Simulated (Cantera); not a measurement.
Charge: 1 mol Si, 11 mol HBr, at 0.000400 bar.

Method: chemical equilibrium by Gibbs-energy minimisation in Cantera with the NASA 1993 tables (ideal gas, pure condensed phases). Candidate condensed phases: Br2, Si; 19 gas species. The tables' values for SiBr3 are old estimates; treat these amounts as uncertain. The numbers say what is thermodynamically allowed, not how fast it happens.

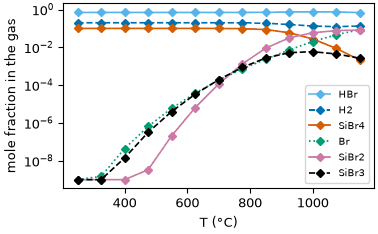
Figure. Equilibrium gas composition (values under 1e-9 drawn at 1e-9)

Task: Read off the mole fractions at 550 °C.

Result: HBr about 0.70, H2 about 0.20, SiBr4 about 0.100, Br about 6.0e-6, SiBr3 about 4.0e-6, SiBr2 about 2.1e-7.
